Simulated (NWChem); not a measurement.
**GaSiH5O (SMILES [SiH3][O][GaH2]): levels of theory compared**

We compute a comparison of 6 runs (HF/def2-SVP, HF/6-311G**, PBE0/def2-SVP, BP86/6-31G**, M06-2X/def2-TZVP, MP2/6-31G*) of GaSiH5O. 

Program for the calculation: NWChem 7.3.0.

1 further run of the same task is left out (set aside as unsound or not needed).

**1. The molecule**

GaSiH5O: 8 atoms, total charge 0, spin state singlet. SMILES: `[SiH3][O][GaH2]`. The shape comes from GFN2-xTB, which is rough for such elements, and wasn't checked as a minimum.

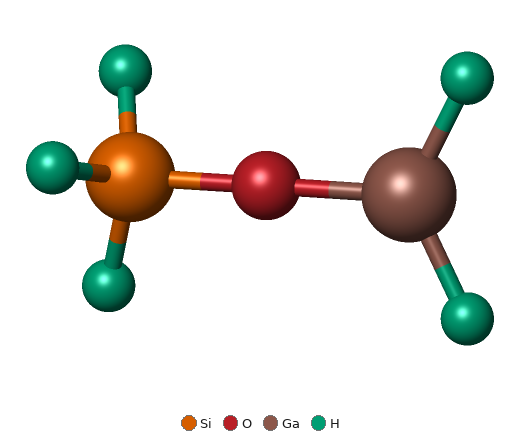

The structure, seen from a chosen angle (silicon orange, oxygen red, gallium brown, hydrogen teal).

**2. Energy and forces at HF/def2-SVP (run 1)**

job.nw

```
start job
memory 2200 mb
charge 0

geometry units angstroms noautosym nocenter noautoz
Si   -0.832010    1.124310   -0.506030
O     0.087620   -0.117080    0.047940
Ga    1.051840   -1.423360    0.638960
H    -2.071700    0.538850   -1.020740
H    -0.056520    1.782820   -1.559570
H    -1.072240    2.005450    0.639700
H     2.559840   -1.145430    0.847470
H     0.333180   -2.765560    0.912270
end

basis "ao basis" spherical bse
* library def2-SVP
end

scf
thresh 1e-08
maxiter 80
print low
end

task scf gradient
```

Run with:

```sh
nwchem job.nw > job.out
```

Output:

```text
[...]
  functions       =    89
[...]
  wavefunction    = RHF
[...]
         Total SCF energy =  -2289.606886049935
      One-electron energy =  -3674.819203592674
      Two-electron energy =   1143.354068666252
 Nuclear repulsion energy =    241.858248876487
        Time for solution =     13.2s
[...]
                         RHF ENERGY GRADIENTS
    atom               coordinates                        gradient
                 x          y          z           x          y          z
   1 Si     -1.572271   2.124638  -0.956258   -0.016922   0.022617  -0.010338
   2 O       0.165578  -0.221249   0.090593    0.013641  -0.018296   0.008188
   3 Ga      1.987689  -2.689760   1.207459   -0.009682   0.012630  -0.005727
   4 H      -3.914945   1.018279  -1.928919    0.008460  -0.004485   0.004414
   5 H      -0.106807   3.369041  -2.947160    0.002381  -0.008355   0.006036
   6 H      -2.026240   3.789751   1.208858    0.005380  -0.008896  -0.000469
   7 H       4.837396  -2.164549   1.601486   -0.006496  -0.001134  -0.000915
   8 H       0.629619  -5.226151   1.723940    0.003239   0.005920  -0.001189
 Task  times  cpu:       18.7s     wall:       18.7s
 Total times  cpu:       18.7s     wall:       18.7s
```

It took 20 s on 1 thread of Intel Xeon Platinum 8488C (Sapphire Rapids), shared host; peak memory 0.099 GiB.

**3. Energy and gradient at HF/6-311G(d,p) (run 2)**

gah5osi.nw

```
start gah5osi
title "GaH5OSi hf"
memory total 2200 mb
charge 0

geometry noautosym nocenter noautoz
  Si    -0.832010     1.124310    -0.506030
  O      0.087620    -0.117080     0.047940
  Ga     1.051840    -1.423360     0.638960
  H     -2.071700     0.538850    -1.020740
  H     -0.056520     1.782820    -1.559570
  H     -1.072240     2.005450     0.639700
  H      2.559840    -1.145430     0.847470
  H      0.333180    -2.765560     0.912270
end

basis spherical bse
  * library 6-311G**
end

scf
  singlet
  rhf
  thresh 1e-08
  maxiter 80
end

task scf gradient
```

Run with:

```sh
nwchem gah5osi.nw > gah5osi.out
```

Output:

```text
[...]
  functions       =   118
[...]
  wavefunction    = RHF
[...]
         Total SCF energy =  -2289.991108753708
      One-electron energy =  -3675.578290518495
      Two-electron energy =   1143.728932888300
 Nuclear repulsion energy =    241.858248876487
        Time for solution =     26.3s
[...]
                         RHF ENERGY GRADIENTS
    atom               coordinates                        gradient
                 x          y          z           x          y          z
   1 Si     -1.572271   2.124638  -0.956258   -0.022374   0.030019  -0.013601
   2 O       0.165578  -0.221249   0.090593    0.018442  -0.024848   0.011033
   3 Ga      1.987689  -2.689760   1.207459   -0.008702   0.011355  -0.005106
   4 H      -3.914945   1.018279  -1.928919    0.007114  -0.005208   0.003864
   5 H      -0.106807   3.369041  -2.947160    0.003294  -0.007676   0.004882
   6 H      -2.026240   3.789751   1.208858    0.005153  -0.007968   0.000836
   7 H       4.837396  -2.164549   1.601486   -0.005682  -0.000899  -0.000834
   8 H       0.629619  -5.226151   1.723940    0.002756   0.005225  -0.001073
[...]
```

It took 38 s on 1 thread of Intel Xeon Platinum 8488C (Sapphire Rapids), shared host; peak memory 0.099 GiB.

Runs 3 to 4 aren't shown in full; the table further down has their settings and results.

**4. Energy and forces at M06-2X/def2-TZVP (run 5)**

nw.xyz

```xyz
8
GaH5OSi
Si    -0.832010     1.124310    -0.506030
O      0.087620    -0.117080     0.047940
Ga     1.051840    -1.423360     0.638960
H     -2.071700     0.538850    -1.020740
H     -0.056520     1.782820    -1.559570
H     -1.072240     2.005450     0.639700
H      2.559840    -1.145430     0.847470
H      0.333180    -2.765560     0.912270
```

nw.nw

```
start nw
title "GaH5OSi"
memory stack 880 mb heap 220 mb global 1100 mb
charge 0

geometry units angstroms noautosym nocenter noautoz
load nw.xyz
end

basis spherical bse
* library def2-TZVP
end

dft
xc m06-2x
mult 1
grid fine
convergence energy 1e-08
iterations 100
mulliken
print medium
end

task dft gradient
```

Run with:

```sh
nwchem nw.nw > nw.out
```

Output:

```text
[...]
          Wavefunction type:  closed shell.
          No. of atoms     :     8
          No. of electrons :    58
[...]
          Charge           :     0
          Spin multiplicity:     1
[...]
          AO basis - number of functions:   146
[...]
              XC Information
              --------------
                       M06-2X Method XC Functional
                     Hartree-Fock (Exact) Exchange  0.540
                        M06-2X Exchange Functional  1.000
                      M06-2X Correlation Potential  1.000
[...]
 d= 0,ls=0.0,diis     1  -2292.5143668215 -2.53D+03  5.84D-03  1.20D+00     9.4
[...]
 d= 0,ls=0.0,diis    10  -2292.6028141086 -7.40D-09  3.08D-07  8.29D-09    75.0
         Total DFT energy =    -2292.602814108614
      One electron energy =    -3675.278488815576
           Coulomb energy =     1247.377229300610
    Exchange-Corr. energy =     -106.559803470135
 Nuclear repulsion energy =      241.858248876487
[...]
  wavefunction    = closed shell
                         DFT ENERGY GRADIENTS
    atom               coordinates                        gradient
                 x          y          z           x          y          z
   1 Si     -1.572271   2.124638  -0.956258   -0.016447   0.022204  -0.009969
   2 O       0.165578  -0.221249   0.090593    0.020359  -0.027746   0.012157
   3 Ga      1.987689  -2.689760   1.207459   -0.012944   0.017158  -0.007738
   4 H      -3.914945   1.018279  -1.928919    0.006200  -0.003681   0.003270
   5 H      -0.106807   3.369041  -2.947160    0.002065  -0.006214   0.004295
   6 H      -2.026240   3.789751   1.208858    0.003950  -0.006387   0.000030
   7 H       4.837396  -2.164549   1.601486   -0.008140  -0.002430  -0.000834
   8 H       0.629619  -5.226151   1.723940    0.004956   0.007096  -0.001212
[...]
```

Wall time 1.9 min (1 thread of Intel Xeon Platinum 8488C (Sapphire Rapids), shared host); peak memory 0.13 GiB.

**5. Energy and forces at MP2/6-31G(d) (spherical functions) (run 6)**

gah5osi.nw

```
start gah5osi
title "GaH5OSi gradient"
memory 2200 mb
charge 0

geometry units atomic noautosym nocenter noautoz
Si    -1.57227103     2.12463798    -0.95625811
O      0.16557780    -0.22124913     0.09059347
Ga     1.98768953    -2.68976058     1.20745940
H     -3.91494561     1.01827892    -1.92891904
H     -0.10680732     3.36904153    -2.94716017
H     -2.02623994     3.78975126     1.20885780
H      4.83739652    -2.16454899     1.60148620
H      0.62961895    -5.22615098     1.72394045
end

basis spherical bse
* library 6-31G*
end

scf
thresh 1e-08
maxiter 80
print medium
end

mp2
freeze core 15
tight
end

task mp2 gradient
```

Run with:

```sh
nwchem gah5osi.nw > gah5osi.out
```

Output:

```text
[...]
  functions       =    74
[...]
  wavefunction    = RHF
[...]
         Total SCF energy =  -2289.692357872533
      One-electron energy =  -3674.223783168651
      Two-electron energy =   1142.673193924988
 Nuclear repulsion energy =    241.858231371129
        Time for solution =     17.2s
[...]
          Total MP2 energy         -2290.184372780271
[...]
                         mp2 ENERGY GRADIENTS
    atom               coordinates                        gradient
                 x          y          z           x          y          z
   1 Si     -1.572271   2.124638  -0.956258   -0.010322   0.014092  -0.006244
   2 O       0.165578  -0.221249   0.090593    0.011754  -0.016365   0.006926
   3 Ga      1.987690  -2.689761   1.207459   -0.014611   0.019445  -0.008765
   4 H      -3.914946   1.018279  -1.928919    0.009700  -0.003774   0.004933
   5 H      -0.106807   3.369042  -2.947160    0.001397  -0.008779   0.007046
   6 H      -2.026240   3.789751   1.208858    0.005308  -0.009348  -0.001829
   7 H       4.837397  -2.164549   1.601486   -0.007864  -0.002177  -0.000855
   8 H       0.629619  -5.226151   1.723940    0.004638   0.006907  -0.001212
[...]
```

Run time: 50 s. Hardware: 1 thread of Intel Xeon Platinum 8488C (Sapphire Rapids), shared host; peak memory 0.19 GiB.

**6. Overview of the runs**

| run | level | iteration cap | module | energy (Eh) | largest force (eV/Å) | wall time |
| --- | --- | --- | --- | --- | --- | --- |
| 1 | HF/def2-SVP | 80 | scf | -2289.606886 | 1.547 | 20 s |
| 2 | HF/6-311G** | 80 | scf | -2289.991109 | 2.048 | 38 s |
| 3 | PBE0/def2-SVP | 100 | dft | -2291.749898 | 1.088 | 34 s |
| 4 | BP86/6-31G** (spherical functions) | 100 | dft | -2292.595206 | 1.548 | 52 s |
| 5 | M06-2X/def2-TZVP | 100 | dft | -2292.602814 | 1.877 | 1.9 min |
| 6 | MP2/6-31G* (spherical functions) | 80 | mp2 | -2290.184373 | 1.329 | 50 s |

**7. What came out**

| quantity | value |
| --- | --- |
| run 6: total energy | -2290.18437 Eh |
| run 6: dipole moment (of the density that the program reports) | 0.27 D |
| run 6: HOMO energy (Hartree–Fock orbitals) | -11.21 eV |
| run 6: LUMO energy (Hartree–Fock orbitals) | 1.43 eV |
| run 6: HOMO–LUMO gap (Hartree–Fock orbitals) | 12.64 eV |
| run 6: correlation energy (15 core orbitals frozen) | -492.0 mEh |
| run 6: largest force on an atom | 1.329 eV/Å |

Over runs 2, 4, 5, 6 the dipole moment (its size) runs from 0.19 D (BP86/6-31G**) to 0.45 D (M06-2X/def2-TZVP). The two ends differ in method and basis. Over runs 2, 4, 5 the HOMO–LUMO gap runs from 4.43 eV (BP86/6-31G**) to 12.44 eV (HF/6-311G**). Totals of different functionals can't be ranked against each other. All runs together took 5.1 min, the longest 1.9 min.
